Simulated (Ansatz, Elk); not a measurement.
# How far do independent atoms describe CuNi2S2?

Structure refinements treat a crystal as free atoms side by side. For a made-up structure of CuNi2S2 (cell and positions from a PBE relaxation) the runs below show what the calculated density changes in F(hkl).

Main program and level: Elk 11.2.3 (patched build); DFT, PBE, all-electron APW+lo, Dirac cores, scalar-relativistic bands, static density, no spin.

The structure was built from a prototype and need not be the compound's stable phase.

## Step 1: Set-up

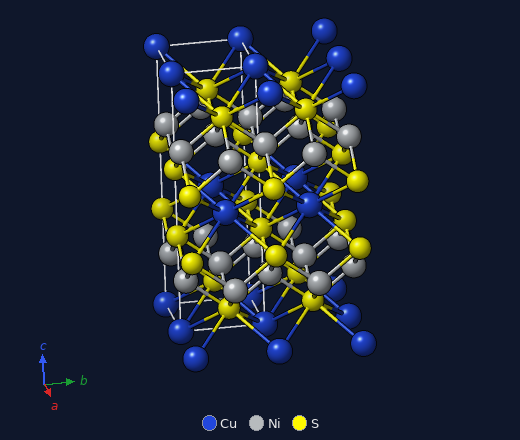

Start, viewed slightly off an axis; copper blue, nickel light grey, sulfur yellow. 2×2×1 cells are drawn. This picture shows the conventional cell, with its axes. Some periodic images of atoms are drawn too.

## Step 2: Ground state and structure factors

An all-electron density is needed, since X-rays see the cores too. Task 0 finds the density and task 195 Fourier-transforms it; tshift is off so that phases refer to the origin typed.

Input file elk.in:

```
tasks
  0
  195

xctype
  20

spinpol
  .false.

rgkmax
  7.0

gmaxvr
  14.0

lmaxo
  7

lmaxapw
  8

swidth
  0.002

tshift
  .false.

ramdisk
  .false.

hmaxvr
  5.5

maxscl
  120

epspot
  1e-06

sppath
  './'

avec
  -3.37196033556 3.37196033556 10.80911514016
  3.37196033556 -3.37196033556 10.80911514016
  3.37196033556 3.37196033556 -10.80911514016

atoms
  3
  'Cu.in'
  1
  -0.0000000000 -0.0000000000 0.0000000000   0.000000 0.000000 0.000000
  'Ni.in'
  2
  0.2500000000 0.7500000000 0.5000000000   0.000000 0.000000 0.000000
  0.7500000000 0.2500000000 0.5000000000   0.000000 0.000000 0.000000
  'S.in'
  2
  0.6296005640 0.6296005640 -0.0000000000   0.000000 0.000000 0.000000
  0.3703994360 0.3703994360 -0.0000000000   0.000000 0.000000 0.000000

ngridk
  9 9 9
```

Started as:

```console
$ OMP_NUM_THREADS=4 elk
```

Numbers of over 12 decimals in the logs are rounded to 6 here.

The log of the run:

```text
┌─────────────────────────┐
│ Elk code version 11.2.3 │
└─────────────────────────┘

All units are atomic (Hartree, Bohr, etc.)

┌─────────────────────────────────────────────────┐
│ Ground-state run starting from atomic densities │
└─────────────────────────────────────────────────┘

Lattice vectors :
  -3.371960336       3.371960336       10.80911514
   3.371960336      -3.371960336       10.80911514
   3.371960336       3.371960336      -10.80911514

Reciprocal lattice vectors :
  0.4002683869E-16  0.9316813785      0.2906429077
  0.9316813785      0.4002683869E-16  0.2906429077
  0.9316813785      0.9316813785     -0.3287100979E-17

Unit cell volume      :    491.6035938
Brillouin zone volume :   0.5045736373

Muffin-tin inner radius fraction :   0.1000000000E-01

Nuclei treated as point charges

Species : 1 (Cu)
 parameters loaded from : Cu.in
 name : copper
 nuclear charge    :   -29.00000000
 electronic charge :    29.00000000
 atomic mass :    115837.2717
 muffin-tin radius :    2.400000000
 number of radial points in muffin-tin :    993
 inner part over the whole radius :   0.9893084826E-02
 number on inner part of muffin-tin    :    701
 approximate nuclear radius :   0.7406004541E-04
 number of mesh points to nuclear radius :    336
 atomic positions (lattice), magnetic fields (Cartesian) :
  1 :   0.00000000  0.00000000  0.00000000    0.00000000  0.00000000  0.00000000

Species : 2 (Ni)
 parameters loaded from : Ni.in
 name : nickel
 nuclear charge    :   -28.00000000
 electronic charge :    28.00000000
 atomic mass :    106991.5231
 muffin-tin radius :    2.196350433
 number of radial points in muffin-tin :    993
 inner part over the whole radius :   0.9891731662E-02
 number on inner part of muffin-tin    :    699
 approximate nuclear radius :   0.7325707712E-04
 number of mesh points to nuclear radius :    336
 atomic positions (lattice), magnetic fields (Cartesian) :
  1 :   0.25000000 -0.25000000  0.50000000    0.00000000  0.00000000  0.00000000
  2 :  -0.25000000  0.25000000  0.50000000    0.00000000  0.00000000  0.00000000

Species : 3 (S)
 parameters loaded from : S.in
 name : sulphur
 nuclear charge    :   -16.00000000
 electronic charge :    16.00000000
 atomic mass :    58450.91931
 muffin-tin radius :    2.013321231
 number of radial points in muffin-tin :    793
 inner part over the whole radius :   0.9965568997E-02
 number on inner part of muffin-tin    :    553
 approximate nuclear radius :   0.6195814986E-04
 number of mesh points to nuclear radius :    252
 atomic positions (lattice), magnetic fields (Cartesian) :
  1 :  -0.37039944 -0.37039944  0.00000000    0.00000000  0.00000000  0.00000000
  2 :   0.37039944  0.37039944  0.00000000    0.00000000  0.00000000  0.00000000

Total number of atoms per unit cell :    5
Total muffin-tin volume :    215.0358849
 ratio of muffin-tin to unit cell volume :   0.4374172353

Spin treatment :
 spin-unpolarised

Number of Bravais lattice symmetries :   16
Number of crystal symmetries         :   16
Crystal has inversion symmetry
Real symmetric eigensolver will be used

k-point grid :      9     9     9
k-point offset :    0.000000000       0.000000000       0.000000000
k-point set is reduced with full crystal symmetry group
Total number of k-points :       75

Muffin-tin radius times maximum |G+k| :    7.000000000
 using average radius
Maximum |G+k| for APW functions       :    3.234946793
Maximum (1/2)|G+k|²                   :    5.232440377
Maximum |G| for potential and density :    14.00000000
Constant for pseudocharge density :    8
 order of it for each species :   15  15  15
 order of it for pair densities of each species (exact exchange by exxq0 0: 16) :   12  10   8
Radial integration step length :    1

G-vector grid sizes :     54    54    54
Number of G-vectors :    22709

Maximum angular momentum used for
 APW functions            :    8
 outer part of muffin-tin :    7
 inner part of muffin-tin :    2

Total nuclear charge    :   -117.0000000
[...]
Density of states at Fermi energy :    502.3486321
 (states/Hartree/unit cell)

Estimated indirect band gap :   0.1477357378E-03
 from k-point 2 to k-point 10
Estimated direct band gap   :   0.8437883592E-03
 at k-point 57

Charges :
 core                        :    56.00000000
 valence                     :    61.00000000
 interstitial                :    7.483494043
 muffin-tins (core leakage)
  species : 1 (Cu)
   atom 1                    :    24.95938259     (  0.1640578199E-03)
  species : 2 (Ni)
[...]
species : 3 (S)
[...]
total in muffin-tins        :    109.5165060
 total calculated charge     :    116.9973266
 total charge                :    117.0000000
 error                       :   0.2673407747E-02

RMS change in Kohn-Sham potential (target) :    1.310747522     (  0.1000000000E-05)
Absolute change in total energy (target)   :    4.084232509     (  0.1000000000E-03)

[... loops 3 to 19 left out ...]

┌──────────────────┐
│ Loop number : 20 │
└──────────────────┘

Energies :
 Fermi                       :     0.251341
 sum of occupied eigenvalues :     -3141.0990247923
 electron kinetic            :      5575.3095158555
 core electron kinetic       :      5047.1076858681
 Coulomb                     :     -10824.163323126
 Coulomb potential           :     -8396.8403207955
 nuclear-nuclear             :     -837.66905572373
 electron-nuclear            :     -11600.824973785
 Hartree                     :      1614.3307063826
 Madelung                    :     -6625.7431627281
 xc potential                :     -319.56821985228
 exchange                    :     -240.84994085435
 correlation                 :     -5.356027
 electron entropic           :    -0.16482691460004E-02
 total energy                :     -5495.0614231184

Density of states at Fermi energy :    122.1629452
 (states/Hartree/unit cell)

Estimated indirect band gap :   0.1175622624E-03
 from k-point 31 to k-point 24
Estimated direct band gap   :   0.2300162628E-02
 at k-point 61

Charges :
 core                        :    56.00000000
 valence                     :    61.00000000
 interstitial                :    7.365843659
 muffin-tins (core leakage)
  species : 1 (Cu)
[...]
species : 2 (Ni)
[...]
species : 3 (S)
[...]
total in muffin-tins        :    109.6341563
 total calculated charge     :    116.9972709
 total charge                :    117.0000000
 error                       :   0.2729056947E-02

RMS change in Kohn-Sham potential (target) :   0.4849469690E-06 (  0.1000000000E-05)
Absolute change in total energy (target)   :   0.2240692083E-05 (  0.1000000000E-03)

Convergence targets achieved

┌──────────────────┐
│ Loop number : 21 │
└──────────────────┘

Energies :
 Fermi                       :     0.251341
 sum of occupied eigenvalues :     -3141.0990246992
 electron kinetic            :      5575.3095227653
 core electron kinetic       :      5047.1076841831
 Coulomb                     :     -10824.163328842
 Coulomb potential           :     -8396.8403208486
 nuclear-nuclear             :     -837.66905572373
 electron-nuclear            :     -11600.824984840
 Hartree                     :      1614.3307117223
 Madelung                    :     -6625.7431684175
 xc potential                :     -319.56822661590
 exchange                    :     -240.84994116366
 correlation                 :     -5.356027
 electron entropic           :    -0.16482692894895E-02
 total energy                :     -5495.0614222518

Density of states at Fermi energy :    122.1629614
 (states/Hartree/unit cell)

Estimated indirect band gap :   0.1175639283E-03
 from k-point 31 to k-point 24
Estimated direct band gap   :   0.2300166398E-02
 at k-point 61

Charges :
 core                        :    56.00000000
 valence                     :    61.00000000
 interstitial                :    7.365843748
 muffin-tins (core leakage)
  species : 1 (Cu)
[...]
species : 2 (Ni)
[...]
atom 2                    :    26.95473139     (  0.8374713516E-03)
  species : 3 (S)
   atom 1                    :    13.93681346     (  0.2405282504E-03)
   atom 2                    :    13.93681346     (  0.2405282504E-03)
 total in muffin-tins        :    109.6341563
 total calculated charge     :    116.9972709
 total charge                :    117.0000000
 error                       :   0.2729057124E-02

┌──────────────────────────────┐
│ Self-consistent loop stopped │
└──────────────────────────────┘

Warning : core states of species 1 leak from the muffin-tin :   0.1581166615E-03

Warning : core states of species 2 leak from the muffin-tin :   0.8374713516E-03

Warning : core states of species 3 leak from the muffin-tin :   0.2405282504E-03

Wrote STATE.OUT
```

Elapsed: 77 s, on 4 threads of Arm Neoverse V1, shared host; peak memory 0.19 GiB; 4.4 min of CPU time.

SFACRHO.OUT:

```text

h k l indices transformed by vhmat matrix:
   1.000000000       0.000000000       0.000000000    
   0.000000000       1.000000000       0.000000000    
   0.000000000       0.000000000       1.000000000    

      h      k      l  multipl.   |H|            Re(F)            Im(F)           |F|

      0      0      0      1   0.0000000       117.00000      0.19655933E-16   117.00000    
      1      1     -1      2  0.58128582      -27.179840      0.15350333E-13   27.179840    
      1      0      0      8  0.97596285       7.7505938      -0.0000000       7.7505938    
      2      2     -2      2   1.1625716       47.028503     -0.28781875E-13   47.028503    
      2      1     -1      8   1.2760446       41.051314      -0.0000000       41.051314    
     -1      1      0      4   1.3175964       1.2348618     -0.18743943E-16   1.2348618    
      0      2     -1      8   1.4401228       64.597402     -0.34111852E-14   64.597402    
     -3     -2      2      8   1.7262279       32.697055      -0.0000000       32.697055    
      3      3     -3      2   1.7438574      -15.416611      0.56284555E-13   15.416611    
      3      1     -2      8   1.7571662      -37.828935     -0.98071574E-14   37.828935    
     -1      1     -1      4   1.8633628       77.608137      0.47137236E-14   77.608137    
     -2      0      0      8   1.9519257      -18.714413     -0.85279630E-14   18.714413    
      1      0     -2     16   2.1034791       7.1361889      -0.0000000       7.1361889    
      3      3     -2      8   2.1856576       57.049713     -0.22172704E-13   57.049713    
     -1     -3      3      8   2.1962909       36.893543     -0.13218343E-13   36.893543    
     -4     -3      3      8   2.2376823       4.3474360      -0.0000000       4.3474360    
      3      0     -2     16   2.2584089       31.283745      -0.0000000       31.283745    
     -4     -4      4      2   2.3251433       68.314714      0.43919009E-13   68.314714
```

Elk indexes on the primitive cell of elk.in and gives |H| = 4π sin θ/λ in inverse bohr. Below, one row stands for each form hkl of the conventional cell (m members, Friedel mates merged), F is for one primitive cell and the density is static (no thermal factor). Free-atom factors are Waasmaier and Kirfel's, and R is Σm||F|−|F'||/Σm|F|.

| hkl | m | sin θ/λ (Å⁻¹) | abs F, DFT | neutral atoms | diff. |
| --- | --- | --- | --- | --- | --- |
| 002 | 2 | 0.087 | 27.180 | 26.700 | +0.480 |
| 101 | 8 | 0.147 | 7.751 | 8.064 | -0.314 |
| 004 | 2 | 0.175 | 47.029 | 47.090 | -0.062 |
| 103 | 8 | 0.192 | 41.051 | 41.187 | -0.136 |
| 110 | 4 | 0.198 | 1.235 | 1.492 | -0.257 |
| 112 | 8 | 0.217 | 64.597 | 64.823 | -0.226 |
| 105 | 8 | 0.260 | 32.697 | 32.987 | -0.290 |
| 006 | 2 | 0.262 | 15.417 | 15.365 | +0.052 |
| 114 | 8 | 0.264 | 37.829 | 37.809 | +0.019 |
| 200 | 4 | 0.280 | 77.608 | 78.037 | -0.429 |
| 202 | 8 | 0.293 | 18.714 | 18.780 | -0.065 |
| 211 | 16 | 0.316 | 7.136 | 7.213 | -0.076 |
| 116 | 8 | 0.329 | 57.050 | 57.355 | -0.306 |
| 204 | 8 | 0.330 | 36.894 | 37.103 | -0.209 |
| 107 | 8 | 0.337 | 4.347 | 4.338 | +0.009 |
| 213 | 16 | 0.340 | 31.284 | 31.495 | -0.211 |
| 008 | 2 | 0.350 | 68.315 | 68.628 | -0.313 |
| 215 | 16 | 0.382 | 26.713 | 26.677 | +0.036 |

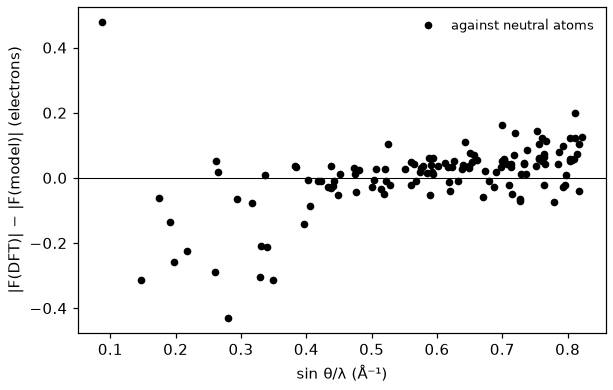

Difference between the calculated structure factors and the independent-atom ones.

## Step 3: The highest occupied states alone

An energy window below the Fermi level keeps the highest occupied states, to see at which angles they scatter; shallow core shells can lie inside it and anion s states outside. No new self-consistency is needed.

Edit elk.in of step 2 so:

```diff
@@ -1,3 +1,2 @@
 tasks
-  0
   195
@@ -40,2 +39,5 @@
 
+wsfac
+  -0.189650 0.551340
+
 sppath
```

Started as:

```console
$ OMP_NUM_THREADS=4 elk
```

The log of the run:

```text
┌─────────────────────────────────┐
│ Elk code version 11.2.3 started │
└─────────────────────────────────┘

Info(readinput): the functional depends on the density's gradient
 muffin-tin radial points multiplied by    2.00000
 (not where nrmtscf is given)

┌────────────────────┐
│ Current task : 195 │
└────────────────────┘
Info(checkmt): changed muffin-tin radius of species 2 (Ni) from   2.4000 to   2.1964
Info(checkmt): changed muffin-tin radius of species 3 (S) from   2.2000 to   2.0133

Info(sfacrho): density structure factors written to SFACRHO.OUT

 Energy window :  -0.1896500000      0.5513400000

┌──────────────────┐
│ Elk code stopped │
└──────────────────┘
```

Wall time 11 s (4 threads); peak memory 0.17 GiB; 17 s of CPU time.

States within 12 eV below the Fermi level hold 39.00 electrons; any levels below the window count with the cores. Their amplitudes can exceed the total, where window and core parts have opposite phase:

| hkl | sin θ/λ (Å⁻¹) | abs F, window | abs F, all |
| --- | --- | --- | --- |
| 002 | 0.087 | 7.674 | 27.180 |
| 101 | 0.147 | 5.242 | 7.751 |
| 004 | 0.175 | 17.209 | 47.029 |
| 103 | 0.192 | 8.672 | 41.051 |
| 110 | 0.198 | 2.644 | 1.235 |
| 112 | 0.217 | 17.379 | 64.597 |
| 105 | 0.260 | 6.177 | 32.697 |
| 006 | 0.262 | 3.746 | 15.417 |
| 114 | 0.264 | 4.235 | 37.829 |
| 200 | 0.280 | 13.956 | 77.608 |

## Step 4: Another functional

The difference from free atoms is small, so it is set against the change that LDA (Perdew-Wang) makes.

Edit elk.in of step 3 so:

```diff
@@ -1,2 +1,3 @@
 tasks
+  0
   195
@@ -4,3 +5,3 @@
 xctype
-  20
+  3
 
@@ -39,5 +40,2 @@
 
-wsfac
-  -0.189650 0.551340
-
 sppath
```

Started as:

```console
$ OMP_NUM_THREADS=4 elk
```

The log of the run:

```text
┌─────────────────────────┐
│ Elk code version 11.2.3 │
└─────────────────────────┘

All units are atomic (Hartree, Bohr, etc.)

┌─────────────────────────────────────────────────┐
│ Ground-state run starting from atomic densities │
└─────────────────────────────────────────────────┘

Lattice vectors :
  -3.371960336       3.371960336       10.80911514
   3.371960336      -3.371960336       10.80911514
   3.371960336       3.371960336      -10.80911514

Reciprocal lattice vectors :
  0.4002683869E-16  0.9316813785      0.2906429077
[...]
atom 2                    :    13.91650952     (  0.2371829265E-03)
 total in muffin-tins        :    109.6505508
 total calculated charge     :    116.9971864
 total charge                :    117.0000000
 error                       :   0.2813594075E-02

┌──────────────────────────────┐
│ Self-consistent loop stopped │
└──────────────────────────────┘

Warning : core states of species 1 leak from the muffin-tin :   0.1632481164E-03

Warning : core states of species 2 leak from the muffin-tin :   0.8759231027E-03

Warning : core states of species 3 leak from the muffin-tin :   0.2371829265E-03

Wrote STATE.OUT
[key lines of the parts left out:]
total energy                :     -5485.2591340592
```

It took 45 s on 4 threads; peak memory 0.17 GiB; 2.6 min of CPU time.

Against the first run R = 0.10 %; the largest change is -0.060 at 204.

## Step 5: A coarser k-mesh

About half the k-points along each axis test the sampling.

Edit elk.in of step 4 so:

```diff
@@ -5,3 +5,3 @@
 xctype
-  3
+  20
 
@@ -63,2 +63,2 @@
 ngridk
-  9 9 9
+  4 4 4
```

Started as:

```console
$ OMP_NUM_THREADS=4 elk
```

The log of the run:

```text
┌─────────────────────────┐
│ Elk code version 11.2.3 │
└─────────────────────────┘

All units are atomic (Hartree, Bohr, etc.)

┌─────────────────────────────────────────────────┐
│ Ground-state run starting from atomic densities │
└─────────────────────────────────────────────────┘

Lattice vectors :
  -3.371960336       3.371960336       10.80911514
   3.371960336      -3.371960336       10.80911514
   3.371960336       3.371960336      -10.80911514

Reciprocal lattice vectors :
  0.4002683869E-16  0.9316813785      0.2906429077
[...]
atom 2                    :    13.93509245     (  0.2404659687E-03)
 total in muffin-tins        :    109.6375089
 total calculated charge     :    116.9973208
 total charge                :    117.0000000
 error                       :   0.2679172759E-02

┌──────────────────────────────┐
│ Self-consistent loop stopped │
└──────────────────────────────┘

Warning : core states of species 1 leak from the muffin-tin :   0.1583309702E-03

Warning : core states of species 2 leak from the muffin-tin :   0.8385200175E-03

Warning : core states of species 3 leak from the muffin-tin :   0.2404659687E-03

Wrote STATE.OUT
[key lines of the parts left out:]
total energy                :     -5495.0619661745
```

The job ended after 29 s (4 threads; peak memory 0.18 GiB).

Against the first run R = 0.01 %; the largest change is -0.014 at 0 0 12.

## Step 6: Settings against the effect

| run | R against the first run (%) | R against neutral atoms, low angle (%) | wall time |
| --- | --- | --- | --- |
| PBE, rgkmax 7 | 0.00 | 0.58 | 77 s |
| LDA (Perdew-Wang) | 0.10 | 0.60 | 45 s |
| k-mesh 4×4×4 | 0.01 | 0.58 | 29 s |

## Step 7: Summary of results

```json
{
 "R against neutral atoms, sin θ/λ < 0.3 Å⁻¹": "0.58 %",
 "R against neutral atoms, 0.3 to 0.82 Å⁻¹": "0.32 %"
}
```

**Reading.** Independent neutral atoms miss the calculated amplitudes by R = 0.58 % below 0.3 Å⁻¹ and 0.32 % from there to 0.82 Å⁻¹; by shells, 2.98 % below 0.15 Å⁻¹ (2 forms), 0.44 % 0.15 to 0.3 (9 forms), 0.37 % 0.3 to 0.45 (19 forms), 0.31 % above 0.45 (100 forms). Bonding, aspherical density and the tables' own atoms all enter these figures, and the runs don't part them. The largest change of an amplitude is +0.48 electrons, at 002. Weak lines can change much in proportion: 110 goes from 1.49 to 1.23. The window's part falls from 39.0 electrons at the origin to at most 6.70 between 0.45 and 0.82 Å⁻¹, where compact states inside the window still scatter. Below 0.3 Å⁻¹ the changes that finished (LDA (Perdew-Wang) and k-mesh 4×4×4) move F by R = 0.05 % at most, against the 0.58 % that separates it from free atoms. The basis has no finished test. These runs have no spin, though d or f shells may be open. The electron count is odd, so without spin the run is a metal by force. Part of the difference isn't bonding: the tables are fits to free atoms and ions calculated by other methods than this functional. Thermal motion, anomalous dispersion and extinction are left out.

[Logs are printed without paths, hosts, clocks, repeated set-up lines and the standing remarks that a program may print on its own settings, such as how far it seeks lower states.]

[Hosts, paths, dates, database ids (printed as entryN), source tags and the programs' standing remarks are cut or masked in the printed files.]
